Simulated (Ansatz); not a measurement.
**PH (triplet): one geometry, many settings at distance P1–H2 = 1.744 Å**

Aim: run PH (triplet) at one geometry under a spread of methods and options, and see what each costs and gives.

Program: Ansatz 0.2.0, Gaussian basis. Level of theory: the settings change from run to run. These are calculated values, not measurements.

19 further runs of the same task are left out: 1 for a known fault of the program, 16 that didn't finish, 2 set aside as unsound or not needed.

## Step 1: The geometry

The geometry derives from a PBE0/def2-TZVP stationary point (not a proven minimum). One bond is set to the value named and the two fragments are kept rigid.

2 atoms, charge 0, spin multiplicity 3.

Atoms are counted from 1 here; the program's logs count them from 0.

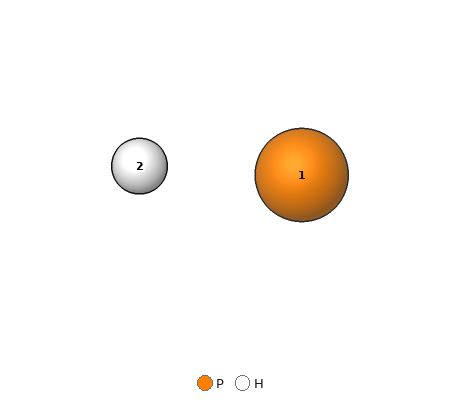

The geometry (phosphorus orange, hydrogen white); atoms are numbered from 1 in the order of the file.

## Step 2: CASCI(4,5)/aug-cc-pVDZ

in.yaml reads:

```yaml
crystal:
  periodic: [false, false, false]
  atoms:
    - {symbol: P, position_ang: [0.000000, 0.000000, 0.000000]}
    - {symbol: H, position_ang: [0.000000, 0.000000, 1.744000]}
basis:
  gaussian: {orbitals: aug-cc-pVDZ}
magnetization: {spin_polarized: false, initial_magnetization: 2}
correlation: {active_space: {window: {electrons: 4, orbitals: 5}, fixed_orbitals: true}}
accuracy: high
```

On the command line:

```console
$ ansatz run in.yaml --threads 1 --pin off --events-out ev --progress --plain --max-ram 2393MiB
```

The program printed:

```text
Functional definition: HF
  name "HF"
  cite "Fock, Z. Phys. 61, 126 (1930) doi:10.1007/BF01340294"
  parent pbe
  exchange = exact_x
  correlation = 0
614 factors; integrals over basis functions are off by at most 3.2e-9 eV
mean field evaluation 1: about -9285.6925 eV, gradient 5.3e0 eV
mean field evaluation 2: about -9285.6926 eV, gradient 5.3e0 eV
mean field evaluation 4: about -9286.0307 eV, gradient 5.8e-1 eV
mean field evaluation 8: about -9286.0343 eV, gradient 1.5e-4 eV
mean field -9286.03431198 eV, -341.2554666650 hartree, gradient 1.4e-8 eV, S^2 2.000000; 0 other end points of the search recorded, 0 dependent functions left out
reference -9286.03431198 eV, -341.2554666650 hartree; 9, 7 occupied and 27, 29 virtual orbitals, 614 factors
state -9286.04750890 eV, -341.2559516430 hartree
Total energy: -9286.04750890 eV, -341.2559516430 hartree
```

Wall time 1 s (1 thread of Intel Xeon at 2.50GHz, shared host).

From the report: 24 determinants; active occupations 2.00, 1.00, 1.00, 0.00, 0.00.

## Step 3: NEVPT2(2,7)/6-31G

in.yaml reads:

```yaml
crystal:
  periodic: [false, false, false]
  atoms:
    - {symbol: P, position_ang: [0.000000, 0.000000, 0.000000]}
    - {symbol: H, position_ang: [0.000000, 0.000000, 1.744000]}
basis:
  gaussian: {orbitals: 6-31G}
magnetization: {spin_polarized: false, initial_magnetization: 2}
correlation: {method: sc_nevpt2, electrons: valence, active_space: {window: {electrons: 2, orbitals: 7}}}
accuracy: high
```

Launched as before.

The program printed:

```text
Functional definition: HF
  name "HF"
  cite "Fock, Z. Phys. 61, 126 (1930) doi:10.1007/BF01340294"
  parent pbe
  exchange = exact_x
  correlation = 0
279 factors; integrals over basis functions are off by at most 2.9e-9 eV
mean field evaluation 1: about -9284.8581 eV, gradient 4.4e0 eV
mean field evaluation 2: about -9284.8581 eV, gradient 4.4e0 eV
mean field evaluation 4: about -9285.0682 eV, gradient 2.7e-1 eV
mean field evaluation 8: about -9285.0695 eV, gradient 4.1e-6 eV
mean field -9285.06952032 eV, -341.2200112256 hartree, gradient 1.1e-8 eV, S^2 2.000000; 0 other end points of the search recorded, 0 dependent functions left out
reference -9285.06952032 eV, -341.2200112256 hartree; 9, 7 occupied and 6, 8 virtual orbitals, 279 factors
state -9285.10230864 eV, -341.2212161743 hartree
state -9285.10230864 eV, -341.2212161743 hartree; corrected -9285.94362693 eV, -341.2521340509 hartree
WARN: 3 active orbitals are nearly empty or full. The corrections depend on them more than the energy does, and are more stable in an active space without them
Total energy: -9285.94362693 eV, -341.2521340509 hartree
```

It took 0.89 s on 1 thread of Intel Xeon at 2.50GHz, shared host.

From the report: 8 determinants; active occupations 1.00, 1.00, 0.00, 0.00, 0.00, 0.00, 0.00. The report marks this result as in doubt.

## Step 4: CISD/def2-mTZVP

in.yaml reads:

```yaml
crystal:
  periodic: [false, false, false]
  atoms:
    - {symbol: P, position_ang: [0.000000, 0.000000, 0.000000]}
    - {symbol: H, position_ang: [0.000000, 0.000000, 1.744000]}
basis:
  gaussian: {orbitals: def2-mTZVP}
magnetization: {spin_polarized: false, initial_magnetization: 2}
hamiltonian: {pseudopotentials: {relativity: scalar}}
correlation: {active_space: {ras: {orbitals: [2, 2, 16], electrons: 6, max_holes: 2, max_particles: 2}, fixed_orbitals: true}}
accuracy: high
scf: {lower_state_search: off}
```

Same command.

The program printed:

```text
Functional definition: HF
  name "HF"
  cite "Fock, Z. Phys. 61, 126 (1930) doi:10.1007/BF01340294"
  parent pbe
  exchange = exact_x
  correlation = 0
these checks for a lower state are left out or cut short: stability, starts, cluster_reference, orbital_swaps, neighbouring_geometries, increment
372 factors; integrals over basis functions are off by at most 7.9e-9 eV
mean field evaluation 1: about -9305.5104 eV, gradient 5.4e0 eV
mean field evaluation 2: about -9305.5107 eV, gradient 5.4e0 eV
mean field evaluation 4: about -9305.7964 eV, gradient 5.0e-1 eV
mean field evaluation 8: about -9305.7981 eV, gradient 1.2e-4 eV
mean field -9305.79814533 eV, -341.9817741444 hartree, gradient 7.4e-9 eV, S^2 2.000000; 0 other end points of the search recorded, 0 dependent functions left out
reference -9305.79814533 eV, -341.9817741444 hartree; 9, 7 occupied and 16, 18 virtual orbitals, 372 factors
state -9308.59795838 eV, -342.0846653762 hartree
Total energy: -9308.59795838 eV, -342.0846653762 hartree
Relativity: scalar
Checks for a lower state left out: stability, starts, cluster_reference, orbital_swaps, neighbouring_geometries, increment
```

Wall time 1.3 s (1 thread of Intel Xeon at 2.50GHz, shared host).

From the report: 2,810 determinants.

## Step 5: CISD/STO-3G

in.yaml reads:

```yaml
crystal:
  periodic: [false, false, false]
  atoms:
    - {symbol: P, position_ang: [0.000000, 0.000000, 0.000000]}
    - {symbol: H, position_ang: [0.000000, 0.000000, 1.744000]}
basis:
  gaussian: {orbitals: STO-3G}
magnetization: {spin_polarized: false, initial_magnetization: 2}
correlation: {active_space: {ras: {orbitals: [2, 2, 1], electrons: 6, max_holes: 2, max_particles: 2}, fixed_orbitals: true}}
```

The command is unchanged.

The program printed:

```text
Functional definition: HF
  name "HF"
  cite "Fock, Z. Phys. 61, 126 (1930) doi:10.1007/BF01340294"
  parent pbe
  exchange = exact_x
  correlation = 0
102 factors; integrals over basis functions are off by at most 1.0e-5 eV
mean field evaluation 1: about -9180.9107 eV, gradient 1.7e0 eV
mean field evaluation 2: about -9180.9126 eV, gradient 1.6e0 eV
mean field evaluation 4: about -9180.9283 eV, gradient 2.3e-2 eV
mean field evaluation 8: about -9180.9283 eV, gradient 5.6e-7 eV
mean field -9180.92829269 eV, -337.3928916995 hartree, gradient 5.6e-7 eV, S^2 2.000000; 0 other end points of the search recorded, 0 dependent functions left out
reference -9180.92829269 eV, -337.3928916995 hartree; 9, 7 occupied and 1, 3 virtual orbitals, 102 factors
state -9182.04358715 eV, -337.4338780150 hartree
Total energy: -9182.04358715 eV, -337.4338780150 hartree
```

Run time: 0.18 s. Hardware: 1 thread of Intel Xeon at 2.50GHz, shared host.

From the report: 24 determinants.

## Step 6: CASSCF(4,10)/6-31G*

in.yaml reads:

```yaml
crystal:
  periodic: [false, false, false]
  atoms:
    - {symbol: P, position_ang: [0.000000, 0.000000, 0.000000]}
    - {symbol: H, position_ang: [0.000000, 0.000000, 1.744000]}
basis:
  gaussian: {orbitals: "6-31G*"}
magnetization: {spin_polarized: false, initial_magnetization: 2}
correlation: {active_space: {window: {electrons: 4, orbitals: 10}}}
```

Same command.

The program printed:

```text
Functional definition: HF
  name "HF"
  cite "Fock, Z. Phys. 61, 126 (1930) doi:10.1007/BF01340294"
  parent pbe
  exchange = exact_x
  correlation = 0
197 factors; integrals over basis functions are off by at most 8.3e-4 eV
mean field evaluation 1: about -9285.1131 eV, gradient 5.2e0 eV
mean field evaluation 2: about -9285.1133 eV, gradient 5.2e0 eV
mean field evaluation 4: about -9285.3545 eV, gradient 4.0e-1 eV
mean field evaluation 8: about -9285.3557 eV, gradient 5.1e-5 eV
mean field -9285.35570108 eV, -341.2305281747 hartree, gradient 1.5e-6 eV, S^2 2.000000; 0 other end points of the search recorded, 0 dependent functions left out
reference -9285.35570108 eV, -341.2305281747 hartree; 9, 7 occupied and 12, 14 virtual orbitals, 197 factors
state -9286.74931411 eV, -341.2817425086 hartree
Total energy: -9286.74931411 eV, -341.2817425086 hartree
```

Wall time 21 s (1 thread of Intel Xeon at 2.50GHz, shared host).

From the report: 2,025 determinants; active occupations 1.95, 1.00, 1.00, 0.02, 0.01, 0.01, 0.01, 0.01, 0.01, 0.00.

## Step 7: The runs in one table

Where basis and cores are those of an earlier FCI/aug-cc-pVDZ run (-9289.4745 eV), and the state is the same kind, the miss against it is given. † marks a result that the program doubts.

| level | correlated | functions | energy (eV) | from FCI (meV) | time |
| --- | --- | --- | --- | --- | --- |
| CASCI(4,5)/aug-cc-pVDZ |  | 36 | -9286.0475 | 3427.0 | 1 s |
| NEVPT2(2,7)/6-31G † | valence | 15 | -9285.9436 |  | 0.89 s |
| CISD/def2-mTZVP (relativity set) | outside noble gas | 25 | -9308.5980 |  | 1.3 s |
| CISD/STO-3G | outside noble gas | 10 | -9182.0436 |  | 0.18 s |
| CASSCF(4,10)/6-31G* |  | 21 | -9286.7493 |  | 21 s |

## Step 8: Outcome

```
quantity                      value
    runs                          5
quickest        CISD/STO-3G, 0.18 s
 slowest  CASSCF(4,10)/6-31G*, 21 s
```

In words: Total energies in different bases, with other cores or another treatment of relativity can't be set against each other. CASSCF(4,10)/6-31G* took 117 times as long as CISD/STO-3G; the jobs differ in more than the method. Hartree-Fock, CASSCF and CASCI lack dynamic correlation by design.
